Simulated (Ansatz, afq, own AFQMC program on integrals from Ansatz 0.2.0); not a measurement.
# GeH4O (triplet): quantum Monte Carlo beside coupled cluster at distance Ge1–H5 along a hydrogen transfer = 1.534 Å, cc-pVTZ

Aim: compute GeH4O (triplet) with auxiliary-field quantum Monte Carlo on the same integrals as coupled cluster, and set the energies side by side.

Computed with Ansatz 0.2.0, Gaussian basis, and an in-house AFQMC program (afq) on its integrals; all values are calculated. Level: cc-pVTZ, frozen cores.

The runs, in order: CCSD(T) on UHF; CCSD(T) on UHF; CCSD(T) on UHF; PBE (unrestricted); r2SCAN (unrestricted); PBE0 (unrestricted); B3LYP (unrestricted); wB97M-V (unrestricted); B2PLYP (unrestricted); Phaseless AFQMC, CISD trial on UHF.

10 further runs of the same task are left out: 1 that didn't finish, 9 set aside as unsound or not needed.

## Step 1: The system

The geometry derives from fragments relaxed apart (PBE0/def2-TZVP) and kept rigid, so it is no stationary point. A hydrogen atom is moved between rigid fragments. No spin-orbit coupling is included. The filled d shell of Ge may be among the frozen orbitals whatever the setting's name suggests; the logs give the count.

6 atoms, charge 0, spin multiplicity 3.

Atoms are counted from 1 here; the program's logs count them from 0.

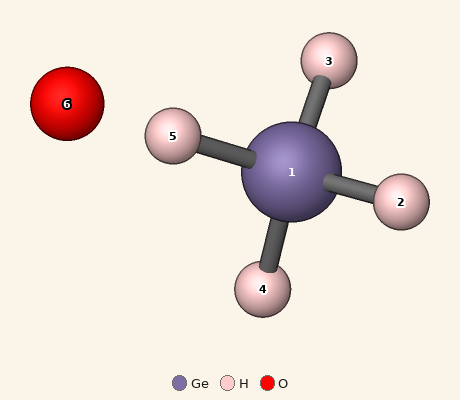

The structure; germanium purple, hydrogen pink, oxygen red; atoms are numbered from 1 in the order of the file.

## Step 2: CCSD(T) on UHF

in.yaml reads:

```yaml
crystal:
  periodic: [false, false, false]
  atoms:
    - {symbol: Ge, position_ang: [-0.501540, 0.000000, 0.000000]}
    - {symbol: H, position_ang: [-1.012990, 1.446599, 0.000000]}
    - {symbol: H, position_ang: [-1.012989, -0.723300, 1.252792]}
    - {symbol: H, position_ang: [-1.012990, -0.723299, -1.252792]}
    - {symbol: H, position_ang: [1.032810, 0.000000, 0.000000]}
    - {symbol: O, position_ang: [2.403460, 0.000000, 0.000000]}
basis:
  gaussian: {orbitals: cc-pVTZ}
magnetization: {spin_polarized: true, initial_magnetization: 2}
correlation: {method: ccsd_t, electrons: outside_noble_gas, hamiltonian_folder: ham}
```

Launch:

```bash
ansatz run in.yaml --threads 1 --pin off --events-out ev --progress --plain --max-ram 16896MiB --backend cuda --devices 0, --max-vram 18GiB
```

Output (excerpt; [...] marks lines left out):

```text
Functional definition: HF
  name "HF"
  cite "Fock, Z. Phys. 61, 126 (1930) doi:10.1007/BF01340294"
  parent pbe
[...]
763 factors; integrals over basis functions are off by at most 1.6e-3 eV
[...]
mean field -58572.31579098 eV, -2152.4929035770 hartree, gradient 2.1e-6 eV, S^2 2.028978; 11 other end points of the search recorded, 0 dependent functions left out
determinant -58572.31579098 eV, -2152.4929035770 hartree, with singles and doubles -58581.92358768 eV, -2152.8459835934 hartree
determinant -58571.23803068 eV, -2152.4532966164 hartree, with singles and doubles -58580.55295422 eV, -2152.7956137428 hartree
15 core orbitals not correlated: weight in the atoms' cores, before any rotation towards them, 0.999 or more for the frozen orbitals, at most 0.000 for the correlated occupied ones
reference -58572.31579098 eV, -2152.4929035770 hartree; 8, 6 occupied and 106, 108 virtual orbitals, 763 factors
second order -8.24353792 eV of doubles, -0.00000000 eV of singles
cycle   1  -9.45537102 eV  change   -9.9e-1 eV  update   2.3e-2
[...]
cycle   9  -9.48790924 eV  change    3.0e-6 eV  update   1.4e-5
perturbative correction -0.24938587 eV, -0.0091647618 hartree
Total energy: -58582.05308609 eV, -2152.8507425721 hartree
```

It took 4.4 s on 1 × NVIDIA H100 80GB HBM3 with 1 thread of AMD EPYC 7R13 (Zen 3), shared host; peak host memory 0.86 GiB.

From the report: ⟨S²⟩ of the determinant 2.029 (pure triplet: 2.00); correlation -9.7373 eV; T1 0.023; largest double amplitude 0.03.

This run also writes the integrals to the folder ham.

## Step 3: CCSD(T) on UHF

Edit in.yaml of step 2 so:

```diff
@@ -10,4 +10,4 @@
 basis:
-  gaussian: {orbitals: cc-pVTZ}
+  gaussian: {orbitals: def2-TZVPP}
 magnetization: {spin_polarized: true, initial_magnetization: 2}
-correlation: {method: ccsd_t, electrons: outside_noble_gas, hamiltonian_folder: ham}
+correlation: {method: ccsd_t, electrons: outside_noble_gas}
```

Launched as before.

Output (excerpt; [...] marks lines left out):

```text
Functional definition: HF
  name "HF"
  cite "Fock, Z. Phys. 61, 126 (1930) doi:10.1007/BF01340294"
  parent pbe
[...]
825 factors; integrals over basis functions are off by at most 1.3e-3 eV
[...]
mean field -58571.35451138 eV, -2152.4575772032 hartree, gradient 1.7e-6 eV, S^2 2.029993; 10 other end points of the search recorded, 0 dependent functions left out
determinant -58571.35451138 eV, -2152.4575772032 hartree, with singles and doubles -58580.95754159 eV, -2152.8104820544 hartree
determinant -58570.26966694 eV, -2152.4177099054 hartree, with singles and doubles -58579.56824476 eV, -2152.7594263375 hartree
15 core orbitals not correlated: weight in the atoms' cores, before any rotation towards them, 0.999 or more for the frozen orbitals, at most 0.000 for the correlated occupied ones
reference -58571.35451138 eV, -2152.4575772032 hartree; 8, 6 occupied and 112, 114 virtual orbitals, 825 factors
second order -8.22408803 eV of doubles, -0.00000000 eV of singles
cycle   1  -9.44959004 eV  change   -9.8e-1 eV  update   2.3e-2
[...]
cycle   9  -9.48152959 eV  change    2.8e-6 eV  update   1.3e-5
perturbative correction -0.24994439 eV, -0.0091852869 hartree
Total energy: -58581.08598536 eV, -2152.8152022757 hartree
```

Wall time 3.5 s (1 × NVIDIA H100 80GB HBM3 with 1 thread of AMD EPYC 7R13 (Zen 3), shared host); peak host memory 0.86 GiB.

From the report: ⟨S²⟩ of the determinant 2.030 (pure triplet: 2.00); correlation -9.7315 eV; T1 0.023; largest double amplitude 0.03.

## Step 4: CCSD(T) on UHF

Edit in.yaml of step 3 so:

```diff
@@ -10,3 +10,3 @@
 basis:
-  gaussian: {orbitals: def2-TZVPP}
+  gaussian: {orbitals: "def2-QZVPP.json"}
 magnetization: {spin_polarized: true, initial_magnetization: 2}
```

Launched as before.

Output (excerpt; [...] marks lines left out):

```text
Functional definition: HF
  name "HF"
  cite "Fock, Z. Phys. 61, 126 (1930) doi:10.1007/BF01340294"
  parent pbe
[...]
1676 factors; integrals over basis functions are off by at most 9.7e-4 eV
[...]
mean field -58572.60543248 eV, -2152.5035477057 hartree, gradient 2.8e-6 eV, S^2 2.031140; 16 other end points of the search recorded, 0 dependent functions left out
determinant -58572.60543248 eV, -2152.5035477057 hartree, with singles and doubles -58582.91002457 eV, -2152.8822344803 hartree
determinant -58571.51451915 eV, -2152.4634573802 hartree, with singles and doubles -58581.49751022 eV, -2152.8303255354 hartree
15 core orbitals not correlated: weight in the atoms' cores, before any rotation towards them, 0.999 or more for the frozen orbitals, at most 0.000 for the correlated occupied ones
reference -58572.60543248 eV, -2152.5035477057 hartree; 8, 6 occupied and 243, 245 virtual orbitals, 1676 factors
second order -8.89947432 eV of doubles, -0.00000000 eV of singles
cycle   1  -10.01449344 eV  change    -1.2e0 eV  update   2.8e-2
[...]
cycle  10  -10.06477273 eV  change   -2.3e-6 eV  update   8.7e-6
perturbative correction -0.29439207 eV, -0.0108187089 hartree
Total energy: -58582.96459728 eV, -2152.8842399903 hartree
```

Wall time 14 s (1 × NVIDIA H100 80GB HBM3 with 1 thread of AMD EPYC 7R13 (Zen 3), shared host); peak host memory 1.2 GiB.

From the report: ⟨S²⟩ of the determinant 2.031 (pure triplet: 2.00); correlation -10.3592 eV; T1 0.025; largest double amplitude 0.03.

## Step 5: PBE (unrestricted)

Edit in.yaml of step 4 so:

```diff
@@ -10,4 +10,5 @@
 basis:
-  gaussian: {orbitals: "def2-QZVPP.json"}
+  gaussian: {orbitals: cc-pVTZ}
 magnetization: {spin_polarized: true, initial_magnetization: 2}
-correlation: {method: ccsd_t, electrons: outside_noble_gas}
+hamiltonian: {xc: {name: PBE}}
+output: {orbitals: {seedname: orbitals}}
```

Launch:

```bash
ansatz run in.yaml --threads 1 --pin off --events-out ev --progress --plain --max-ram 5632MiB --backend cpu
```

Output:

```text
Functional definition: PBE
  name "PBE"
  cite "Perdew, Burke & Ernzerhof, Phys. Rev. Lett. 77, 3865 (1996) doi:10.1103/PhysRevLett.77.3865"
  parent pbe
  parameter kappa = 0.804
  parameter beta = 0.06672455060314922
  exchange = pbe_x(kappa = kappa, mu = beta*pi^2/3)
  correlation = pbe_c(beta = beta)
764 factors; their error is unknown
mean field evaluation 1: about -58614.9020 eV, gradient 2.2e1 eV
mean field evaluation 2: about -58612.6577 eV, gradient 3.2e1 eV
mean field evaluation 4: about -58616.4173 eV, gradient 1.9e0 eV
mean field evaluation 8: about -58616.4310 eV, gradient 3.0e-2 eV
mean field evaluation 16: about -58616.4221 eV, gradient 3.0e-5 eV
mean field evaluation 32: about -58616.4221 eV, gradient 1.4e-6 eV
mean field evaluation 64: about -58616.3455 eV, gradient 5.3e0 eV
mean field -58616.42211998 eV, -2154.1137812714 hartree, gradient 9.7e-6 eV, S^2 2.004689; 5 other end points of the search recorded, 0 dependent functions left out
reference -58616.42215476 eV, -2154.1137825497 hartree; 23, 21 occupied and 106, 108 virtual orbitals, 764 factors
Total energy: -58616.42215476 eV, -2154.1137825497 hartree
```

Wall time 30 s (1 thread of AMD EPYC 7R13 (Zen 3), shared host); peak memory 0.71 GiB.

From the report: ⟨S²⟩ of the determinant 2.005 (pure triplet: 2.00).

## Step 6: r2SCAN (unrestricted)

Edit in.yaml of step 5 so:

```diff
@@ -12,3 +12,2 @@
 magnetization: {spin_polarized: true, initial_magnetization: 2}
-hamiltonian: {xc: {name: PBE}}
-output: {orbitals: {seedname: orbitals}}
+hamiltonian: {xc: {name: r2SCAN}}
```

Launched as before.

Output (excerpt; [...] marks lines left out):

```text
Functional definition: r2SCAN
  name "r2SCAN"
  cite "Furness, Kaplan, Ning, Perdew & Sun, J. Phys. Chem. Lett. 11, 8208 (2020) doi:10.1021/acs.jpclett.0c02405"
  cite "Furness, Kaplan, Ning, Perdew & Sun, J. Phys. Chem. Lett. 11, 9248 (2020) doi:10.1021/acs.jpclett.0c03077"
  parent r2scan
[...]
764 factors; their error is unknown
[...]
mean field -58626.22941721 eV, -2154.4741927968 hartree, gradient 7.0e-6 eV, S^2 2.010221; 1 other end points of the search recorded, 0 dependent functions left out
reference -58626.22942979 eV, -2154.4741932591 hartree; 23, 21 occupied and 106, 108 virtual orbitals, 764 factors
Total energy: -58626.22942979 eV, -2154.4741932591 hartree
```

Run time: 45 s. Hardware: 1 thread of AMD EPYC 7R13 (Zen 3), shared host; peak memory 1.7 GiB.

From the report: ⟨S²⟩ of the determinant 2.010 (pure triplet: 2.00).

## Step 7: PBE0 (unrestricted)

Edit in.yaml of step 6 so:

```diff
@@ -12,2 +12,3 @@
 magnetization: {spin_polarized: true, initial_magnetization: 2}
-hamiltonian: {xc: {name: r2SCAN}}
+hamiltonian: {xc: {name: PBE0}}
+output: {orbitals: {seedname: orbitals}}
```

The command is unchanged.

Output:

```text
Functional definition: PBE0
  name "PBE0"
  cite "Adamo & Barone, J. Chem. Phys. 110, 6158 (1999) doi:10.1063/1.478522"
  cite "Perdew, Burke & Ernzerhof, Phys. Rev. Lett. 77, 3865 (1996) doi:10.1103/PhysRevLett.77.3865"
  parent pbe
  parameter a = 0.25
  parameter kappa = 0.804
  parameter beta = 0.06672455060314922
  exchange = (1 - a)*pbe_x(kappa = kappa, mu = beta*pi^2/3) + a*exact_x
  correlation = pbe_c(beta = beta)
821 factors; their error is unknown
mean field evaluation 1: about -58616.8794 eV, gradient 1.6e1 eV
mean field evaluation 2: about -58616.4098 eV, gradient 2.0e1 eV
mean field evaluation 4: about -58617.8176 eV, gradient 9.8e-1 eV
mean field evaluation 8: about -58618.0265 eV, gradient 2.9e-2 eV
mean field evaluation 16: about -58618.0265 eV, gradient 8.6e-6 eV
mean field evaluation 32: about -58617.0956 eV, gradient 7.6e0 eV
mean field -58618.02647807 eV, -2154.1727403436 hartree, gradient 6.3e-6 eV, S^2 2.009593; 2 other end points of the search recorded, 0 dependent functions left out
reference -58618.02650419 eV, -2154.1727413036 hartree; 23, 21 occupied and 106, 108 virtual orbitals, 821 factors
Total energy: -58618.02650419 eV, -2154.1727413036 hartree
```

It took 21 s on 1 thread of AMD EPYC 7R13 (Zen 3), shared host; peak memory 1.8 GiB.

From the report: ⟨S²⟩ of the determinant 2.010 (pure triplet: 2.00).

## Step 8: B3LYP (unrestricted)

Edit in.yaml of step 7 so:

```diff
@@ -12,3 +12,2 @@
 magnetization: {spin_polarized: true, initial_magnetization: 2}
-hamiltonian: {xc: {name: PBE0}}
-output: {orbitals: {seedname: orbitals}}
+hamiltonian: {xc: {name: B3LYP}}
```

The command is unchanged.

Output (excerpt; [...] marks lines left out):

```text
Functional definition: B3LYP
  name "B3LYP"
  cite "Stephens, Devlin, Chabalowski & Frisch, J. Phys. Chem. 98, 11623 (1994) doi:10.1021/j100096a001"
  cite "Becke, Phys. Rev. A 38, 3098 (1988) doi:10.1103/PhysRevA.38.3098"
  cite "Lee, Yang & Parr, Phys. Rev. B 37, 785 (1988) doi:10.1103/PhysRevB.37.785"
  cite "Vosko, Wilk & Nusair, Can. J. Phys. 58, 1200 (1980) doi:10.1139/p80-159"
[...]
821 factors; their error is unknown
[...]
mean field -58628.97491243 eV, -2154.5750878854 hartree, gradient 1.0e-6 eV, S^2 2.007905; 10 other end points of the search recorded, 0 dependent functions left out
reference -58628.97512957 eV, -2154.5750958650 hartree; 23, 21 occupied and 106, 108 virtual orbitals, 821 factors
Total energy: -58628.97512957 eV, -2154.5750958650 hartree
```

It took 41 s on 1 thread of AMD EPYC 7R13 (Zen 3), shared host; peak memory 1.8 GiB.

From the report: ⟨S²⟩ of the determinant 2.008 (pure triplet: 2.00).

## Step 9: wB97M-V (unrestricted)

Edit in.yaml of step 8 so:

```diff
@@ -12,2 +12,3 @@
 magnetization: {spin_polarized: true, initial_magnetization: 2}
-hamiltonian: {xc: {name: B3LYP}}
+hamiltonian: {xc: {name: wB97M-V}}
+output: {orbitals: {seedname: orbitals}}
```

Same command.

Output (excerpt; [...] marks lines left out):

```text
Functional definition: wB97M-V
  name "wB97M-V"
  cite "Mardirossian & Head-Gordon, J. Chem. Phys. 144, 214110 (2016) doi:10.1063/1.4952647"
  cite "Becke, J. Chem. Phys. 107, 8554 (1997) doi:10.1063/1.475007"
  cite "Vydrov & Van Voorhis, J. Chem. Phys. 133, 244103 (2010) doi:10.1063/1.3521275"
  # Of w^i u^j: cxij and so on, Table III.
[...]
  gx(w, u) = 1 - cx + cx01*u + cx10*w
  gss(w, u) = css00 + css04*u^4 + css10*w + css20*w^2 + css43*w^4*u^3
  gos(w, u) = cos00 + cos10*w + (cos20 + cos21*u)*w^2 + (cos60 + cos61*u)*w^6
[...]
      + integral(e_c_pw_mod_opposite_spin*gos(b97_w_opposite, b97_u_opposite)) + vv10(b, c)
814 factors; their error is unknown
181 factors; integrals over basis functions are off by at most 2.4e-5 eV
[...]
mean field -58623.10585466 eV, -2154.3594039904 hartree, gradient 6.3e-6 eV, S^2 2.010123; 2 other end points of the search recorded, 0 dependent functions left out
reference -58623.10589774 eV, -2154.3594055737 hartree; 23, 21 occupied and 106, 108 virtual orbitals, 814 factors
Total energy: -58623.10589774 eV, -2154.3594055737 hartree
```

It took 85 s on 1 thread of AMD EPYC 7R13 (Zen 3), shared host; peak memory 1.8 GiB.

From the report: ⟨S²⟩ of the determinant 2.010 (pure triplet: 2.00).

## Step 10: B2PLYP (unrestricted)

Edit in.yaml of step 9 so:

```diff
@@ -12,3 +12,3 @@
 magnetization: {spin_polarized: true, initial_magnetization: 2}
-hamiltonian: {xc: {name: wB97M-V}}
-output: {orbitals: {seedname: orbitals}}
+hamiltonian: {xc: {name: B2PLYP}}
+correlation: {electrons: outside_noble_gas}
```

Launched as before.

Output (excerpt; [...] marks lines left out):

```text
Functional definition: B2PLYP
  name "B2PLYP"
  cite "Grimme, J. Chem. Phys. 124, 034108 (2006) doi:10.1063/1.2148954"
  cite "Becke, Phys. Rev. A 38, 3098 (1988) doi:10.1103/PhysRevA.38.3098"
  cite "Lee, Yang & Parr, Phys. Rev. B 37, 785 (1988) doi:10.1103/PhysRevB.37.785"
[...]
763 factors; integrals over basis functions are off by at most 1.6e-3 eV
[...]
mean field -58611.88601006 eV, -2153.9470823066 hartree, gradient 5.3e-10 eV, S^2 2.016436; 9 other end points of the search recorded, 0 dependent functions left out
15 core orbitals not correlated: weight in the atoms' cores, before any rotation towards them, 0.999 or more for the frozen orbitals, at most 0.001 for the correlated occupied ones
reference -58611.88614783 eV, -2153.9470873694 hartree; 8, 6 occupied and 106, 108 virtual orbitals, 763 factors
second order -10.18907655 eV of doubles, -0.00000000 eV of singles
Total energy: -58614.63719850 eV, -2154.0481866167 hartree
```

Wall time 81 s (1 thread of AMD EPYC 7R13 (Zen 3), shared host); peak memory 1.8 GiB.

From the report: ⟨S²⟩ of the determinant 2.016 (pure triplet: 2.00).

## Step 11: Phaseless AFQMC, CISD trial on UHF

It reads the integrals that the CCSD(T) run on this determinant wrote.

Launch:

```bash
afq ham --method phaseless --trial cisd --walkers 600 --populations 10 --least-time 60 --time-step 0.005 --steps-per-block 50 --equilibration-blocks 28 --max-blocks 4000 --target-error 0.00022 --factor-cut 1e-05 --start spin_pure --seed 4760 --release-times 0.24,0.51,0.99,1.62,2.4 --release-step 0.03 --release-every 3 --taylor-order 6
```

Output:

```text
orbitals 114  electrons 8 6  factors 718 of 763
reference energy -2152.49290358 Eh
CCSD correlation -0.34867459 Eh in 12 cycles, weight of the determinant in the CISD state 0.8660
energy of the start -2152.840503 Eh
 block  time / (1/Eh)  mean weight  energy / Eh
     1     0.250  0.9988  -2152.836848
     2     0.500  0.9992  -2152.840432
     3     0.750  1.0005  -2152.844026
     4     1.000  1.0009  -2152.846844
     5     1.250  1.0013  -2152.847413
     6     1.500  0.9987  -2152.848964
     7     1.750  0.9990  -2152.849411
     8     2.000  0.9990  -2152.850737
     9     2.250  1.0008  -2152.850668
    10     2.500  1.0003  -2152.851442
    13     3.250  1.0008  -2152.852573
    19     4.750  0.9998  -2152.851529
    25     6.250  1.0009  -2152.851058
    31     7.750  1.0002  -2152.852311
    37     9.250  0.9993  -2152.852003
    43    10.750  0.9998  -2152.851128
    49    12.250  1.0020  -2152.849825
    55    13.750  1.0009  -2152.851232
    61    15.250  0.9994  -2152.849895
    67    16.750  0.9987  -2152.851016
    73    18.250  0.9998  -2152.850973
    79    19.750  0.9993  -2152.820775
    85    21.250  1.0010  -2152.852604
    91    22.750  1.0004  -2152.851561
    97    24.250  1.0005  -2152.851463
   103    25.750  0.9995  -2152.851717
   109    27.250  1.0010  -2152.852861
   115    28.750  1.0008  -2152.852234
   121    30.250  1.0023  -2152.851784
   127    31.750  1.0003  -2152.851766
   133    33.250  1.0001  -2152.850616
   139    34.750  0.9991  -2152.850158
   145    36.250  1.0009  -2152.851890
   151    37.750  0.9995  -2152.851237
   157    39.250  1.0001  -2152.852951
   163    40.750  1.0008  -2152.852106
   169    42.250  1.0002  -2152.850110
   175    43.750  1.0014  -2152.851853
   181    45.250  1.0009  -2152.851375
   187    46.750  1.0007  -2152.852797
   193    48.250  1.0012  -2152.850617
   199    49.750  1.0009  -2152.851393
   205    51.250  1.0002  -2152.850087
   211    52.750  0.9995  -2152.850408
   217    54.250  1.0004  -2152.851370
   223    55.750  0.9998  -2152.851992
   229    57.250  0.9995  -2152.851775
   235    58.750  0.9994  -2152.849365
   241    60.250  1.0000  -2152.852109
   247    61.750  0.9997  -2152.851847
   253    63.250  0.9995  -2152.851816
   259    64.750  0.9993  -2152.852204
   265    66.250  1.0005  -2152.852506
   271    67.750  0.9998  -2152.851793
   277    69.250  0.9994  -2152.852661
error from the spread of 10 populations
released: time / (1/Eh)  energy / Eh  error  mean overlap
  0.24  -2152.852063  0.000239  0.9938
  0.51  -2152.769387  0.082770  0.9855
  0.99  -2152.852395  0.000176  0.9815
  1.62  -2152.852453  0.000215  0.9695
  2.40  -2152.852794  0.000313  0.9431
energy -2152.851461 +/- 0.000212 Eh
```

Wall time 4.6 min (1 × NVIDIA H100 80GB HBM3 with 2 threads of AMD EPYC 7R13 (Zen 3), shared host); peak host memory 1.8 GiB.

Energy -58582.0726 ± 0.0058 eV. Caveats: constraint bias not in the error.

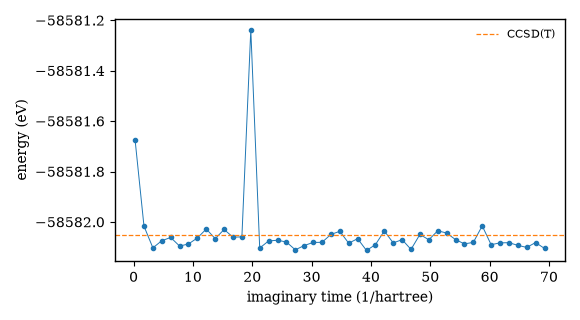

Block energies along the walk.

## Step 12: All levels side by side

On the UHF determinant, counted from CCSD(T) (a yardstick, not exact):

| level | energy (eV) | from CCSD(T) (kcal/mol) | statistical error (kcal/mol) | time |
| --- | --- | --- | --- | --- |
| HF | -58572.3158 | +224.55 |  |  |
| MP2 | -58580.5593 | +34.45 |  |  |
| CCSD | -58581.8037 | +5.75 |  |  |
| CCSD(T) | -58582.0531 | 0.00 |  |  |
| Phaseless AFQMC, CISD trial, step 0.005, 600 walkers | -58582.0726 | -0.45 | 0.13 | 4.6 min |

The functionals' totals stand on their own zeros and serve differences with other points: PBE -58616.422 eV; r2SCAN -58626.229 eV; PBE0 -58618.027 eV; B3LYP -58628.975 eV; wB97M-V -58623.106 eV; B2PLYP -58614.637 eV.

## Step 13: Results

| quantity | value |
| --- | --- |
| Phaseless AFQMC, CISD trial on UHF from CCSD(T) | -0.45 ± 0.13 kcal/mol |

**Reading.** On UHF the phaseless walk with the CISD trial lies -0.45 kcal/mol from CCSD(T), 3 times its error bar. Error bars are statistical and leave out the constraint, the time step and what remains of the start.
